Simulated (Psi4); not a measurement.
# BPH3F3 (SMILES [BH3-][P+](F)(F)F): HSE06/6-31G(d) (spherical functions)

Aim: the vertical ionisation energy of BPH3F3 at HSE06/6-31G* (spherical functions), from 2 runs. 

The results are computed with Psi4 1.11.

2 further runs of the same task are left out: 2 set aside as unsound or not needed.

## Step 1: The system as given

BPH3F3: 8 atoms, total charge 0, spin state singlet. As SMILES, `[BH3-][P+](F)(F)F`. The shape is that of a PBE0-D4/def2-TZVP optimisation.

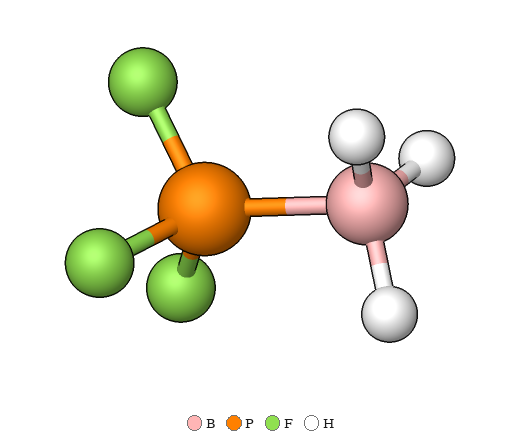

Viewed from a chosen angle; boron pink, phosphorus orange, fluorine green, hydrogen white.

## Step 2: Energy and forces at HSE06/6-31G(d) (spherical functions)

File input.inp:

```
memory 2200 MB

molecule m {
  0 1
  B     -0.079940     0.958130     0.502960
  P      0.055250    -0.662160    -0.347680
  F      0.301370    -1.910790     0.523410
  F     -1.155920    -1.141880    -1.173150
  F      1.178770    -0.833130    -1.390240
  H     -1.022770     0.798330     1.239980
  H     -0.266070     1.727350    -0.408780
  H      0.989320     1.064150     1.053500
  symmetry c1
}

set globals {
  basis                6-31G*
  puream               true
  e_convergence        1e-09
  d_convergence        1e-08
  scf_type             pk
  dft_radial_points    99
  dft_spherical_points 590
}

energy_value, wavefunction = gradient('hse06', return_wfn=True)
oeprop(wavefunction, 'MULLIKEN_CHARGES', 'LOWDIN_CHARGES', 'WIBERG_LOWDIN_INDICES')
print_variables()
```

The run is started by

```console
$ psi4 input.inp input.out -n 1
```

input.out:

```text
[...]
  Running in c1 symmetry.
[...]
  Nuclear repulsion =  269.858079594122216
[...]
  Multiplicity = 1
[...]
  Nalpha       = 25
  Nbeta        = 25
[...]
    Number of basis functions: 80
[...]
   @RKS iter   1:  -667.00906596574475   -3.02744e-02   7.22958e-03 DIIS/ADIIS
[...]
   @RKS iter   9:  -667.17998817756063   -3.59250e-11   8.65691e-09 DIIS
[...]
    Orbital Energies [Eh]
    ---------------------
    Doubly Occupied:
       1A    -77.431442     2A    -24.844194     3A    -24.844152
       4A    -24.844151     5A     -6.797488     6A     -6.719411
       7A     -4.934938     8A     -4.934938     9A     -4.927903
      10A     -1.342058    11A     -1.286854    12A     -1.286854
      13A     -0.727811    14A     -0.606669    15A     -0.604281
      16A     -0.604280    17A     -0.525810    18A     -0.525810
      19A     -0.511747    20A     -0.487714    21A     -0.487714
      22A     -0.470516    23A     -0.347890    24A     -0.336077
      25A     -0.336075
[...]
  @RKS Final Energy:  -667.17998817756063
   => Energetics <=
    Nuclear Repulsion Energy =            269.8580795941222163
    One-Electron Energy =               -1459.6708006132396349
    Two-Electron Energy =                 568.5103694651933210
    DFT Exchange-Correlation Energy =     -45.8776366236365831
    Empirical Dispersion Energy =           0.0000000000000000
    VV10 Nonlocal Energy =                  0.0000000000000000
    Total Energy =                       -667.1799881775606309
[...]
 Multipole Moments:
 ------------------------------------------------------------------------------------
     Multipole            Electronic (a.u.)      Nuclear  (a.u.)        Total (a.u.)
 ------------------------------------------------------------------------------------
 L = 1.  Multiply by 2.5417464519 to convert [e a0] to [Debye]
 Dipole X            :          0.4915615           -0.4372120            0.0543495
 Dipole Y            :         -5.8913787            5.2400376           -0.6513411
 Dipole Z            :         -3.0930930            2.7510784           -0.3420146
 Magnitude           :                                                    0.7376809
[...]
  -Total Gradient:
     Atom            X                  Y                   Z
    ------   -----------------  -----------------  -----------------
       1        0.000104591156    -0.001240653664    -0.000657289283
       2        0.001655556018    -0.019831635404    -0.010408555095
       3       -0.003301424444     0.016672490499    -0.011675741467
       4        0.016241982327     0.006339149656     0.011041547165
       5       -0.015024424185     0.002254711551     0.013939394562
       6        0.000353292434    -0.001306406622    -0.000896095416
       7        0.000161044322    -0.001543716778    -0.000470301164
       8       -0.000162851564    -0.001374979169    -0.000847166304
[...]
  Mulliken Charges: (a.u.)
   Center  Symbol    Alpha    Beta     Spin     Total
       1     B     2.74359  2.74359  0.00000 -0.48719
       2     P     6.84512  6.84512  0.00000  1.30976
       3     F     4.64938  4.64938  0.00000 -0.29876
       4     F     4.64938  4.64938  0.00000 -0.29876
       5     F     4.64938  4.64938  0.00000 -0.29875
       6     H     0.48772  0.48772  0.00000  0.02456
       7     H     0.48771  0.48771  0.00000  0.02458
       8     H     0.48772  0.48772  0.00000  0.02456
   Total alpha = 25.00000, Total beta = 25.00000, Total charge = -0.00000
[...]
```

Wall time 62 s (1 thread of Intel Xeon Platinum 8259CL at 2.50GHz (Skylake/Cascade Lake), shared host); peak memory 1.2 GiB.

## Step 3: The doublet cation: a single-point energy at UHSE06/6-31G(d) (spherical functions)

File bf3h3p.in:

```
memory 2200 mb

molecule {
  1 2
  B     -0.079940     0.958130     0.502960
  P      0.055250    -0.662160    -0.347680
  F      0.301370    -1.910790     0.523410
  F     -1.155920    -1.141880    -1.173150
  F      1.178770    -0.833130    -1.390240
  H     -1.022770     0.798330     1.239980
  H     -0.266070     1.727350    -0.408780
  H      0.989320     1.064150     1.053500
  units angstrom
  symmetry c1
  no_reorient
  no_com
}

set globals {
  basis                6-31G*
  reference            uks
  puream               true
  e_convergence        1e-09
  d_convergence        1e-08
  scf_type             pk
  dft_radial_points    99
  dft_spherical_points 590
  maxiter              100
}

E, wfn = energy("hse06", return_wfn=True)
oeprop(wfn, "MULLIKEN_CHARGES", "MAYER_INDICES", "QUADRUPOLE", title="HSE06")
```

The run is started by

```console
$ psi4 -n 1 bf3h3p.in bf3h3p.out
```

bf3h3p.out (excerpt; [...] marks lines left out):

```text
[...]
  Running in c1 symmetry.
[...]
  Nuclear repulsion =  269.858079594122273
[...]
  Multiplicity = 2
[...]
  Nalpha       = 25
  Nbeta        = 24
[...]
    Number of basis functions: 80
[...]
   @UKS iter   1:  -666.61441070261390    3.64381e-01   5.76595e-03 ADIIS/DIIS
[...]
   @UKS iter  28:  -666.72711020326540   -6.86214e-10   4.91601e-09 DIIS
[...]
   @S^2 Observed:                7.538468195E-01
[...]
  @UKS Final Energy:  -666.72711020326540
   => Energetics <=
    Nuclear Repulsion Energy =            269.8580795941222732
    One-Electron Energy =               -1446.8410340554376035
    Two-Electron Energy =                 555.8020274175362374
    DFT Exchange-Correlation Energy =     -45.5461831594863256
    Empirical Dispersion Energy =           0.0000000000000000
    VV10 Nonlocal Energy =                  0.0000000000000000
    Total Energy =                       -666.7271102032653971
[...]
 Multipole Moments:
 ------------------------------------------------------------------------------------
     Multipole            Electronic (a.u.)      Nuclear  (a.u.)        Total (a.u.)
 ------------------------------------------------------------------------------------
 L = 1.  Multiply by 2.5417464519 to convert [e a0] to [Debye]
 Dipole X            :         -5.7508772            5.7589593            0.0080821
 Dipole Y            :         68.9261203          -69.0205838           -0.0944635
 Dipole Z            :         36.1956784          -36.2364811           -0.0408027
 Magnitude           :                                                    0.1032159
 L = 2.  Multiply by 1.3450342976 to convert [e a0^2] to [Debye ang]
 Quadrupole XX       :       -120.7207907           98.2814498          -22.4393409
 Quadrupole XY       :         11.5424531          -11.7740232           -0.2315701
[...]
  Mulliken Charges: (a.u.)
   Center  Symbol    Alpha    Beta     Spin     Total
       1     B     2.94346  2.61394  0.32952 -0.55740
       2     P     6.86220  6.60246  0.25974  1.53534
       3     F     4.63085  4.56966  0.06119 -0.20051
       4     F     4.63113  4.56882  0.06231 -0.19995
       5     F     4.63115  4.56874  0.06242 -0.19989
       6     H     0.43472  0.35693  0.07779  0.20835
       7     H     0.43201  0.36207  0.06994  0.20591
       8     H     0.43448  0.35738  0.07710  0.20814
   Total alpha = 25.00000, Total beta = 24.00000, Total charge =  1.00000
[...]
```

Run time: 2.3 min. Hardware: 1 thread of Intel Xeon Platinum 8259CL at 2.50GHz (Skylake/Cascade Lake), shared host; peak memory 1.2 GiB.

## Step 4: Summary of results

At HSE06/6-31G* (spherical functions):

```
                                          quantity          value
                      singlet BPH3F3: total energy  -667.17999 Eh
                     singlet BPH3F3: dipole moment         1.87 D
                       singlet BPH3F3: HOMO energy       -9.15 eV
                       singlet BPH3F3: LUMO energy        0.10 eV
                     singlet BPH3F3: HOMO–LUMO gap        9.25 eV
          singlet BPH3F3: largest force on an atom     1.155 eV/Å
                      doublet cation: total energy  -666.72711 Eh
doublet cation: HOMO energy (highest over α and β)      -16.33 eV
 doublet cation: LUMO energy (lowest over α and β)      -15.15 eV
                              doublet cation: ⟨S²⟩          0.754
vertical ionisation energy (to the doublet cation)      12.323 eV
```

The vertical ionisation energy comes to 12.32 eV (1189 kJ/mol). The largest force (singlet BPH3F3) is 1.15 eV/Å: the shape isn't a stationary point for this species at this level. The negative HOMO energy of the first species, 9.15 eV, lies 3.18 eV below that difference. Mulliken charges (doublet cation) run from -0.56 on B1 to +1.54 on P2; they depend strongly on the basis.
